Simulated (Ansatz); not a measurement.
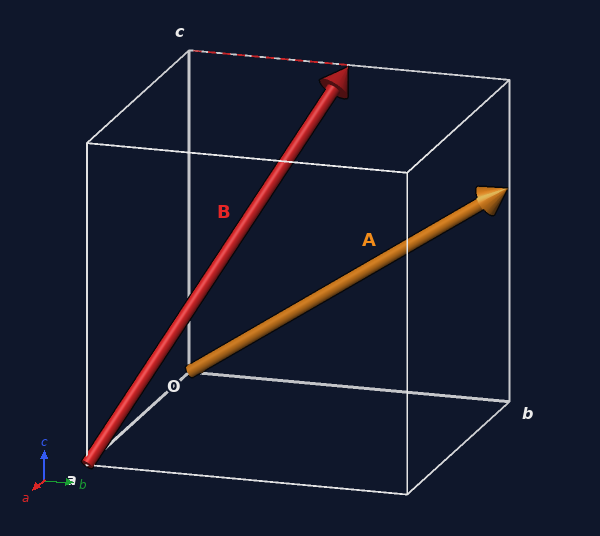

Crystal: NaSnI3, the end point of a relaxation with Ansatz 0.2.0, DFT, r2SCAN+rVV10, plane waves, PAW; the starting structure was generated, so it need not be a known form of this composition. Each arrow starts at a corner of the unit cell and ends on its surface; where a tip isn't a corner, dashed lines run from it parallel to the axes. Symmetry computed with spglib at a tolerance of 0.002 Å; standard conventional cell.

a = 6.149 Å, b = 6.149 Å, c = 6.149 Å, α = 90.00°, β = 90.00°, γ = 90.00°.

### Which lattice directions are drawn?

Arrow A runs from (0, 0, 0) to (0, 1, 2/3), so [0 3 2]; Arrow B runs from (1, 0, 0) to (0, 1/2, 1), so [−2 1 2].

### How long is the vector ua + vb + wc in each case, and what angles do the directions make?

A 22.171 Å; B 18.448 Å. A–B: 49.7°.
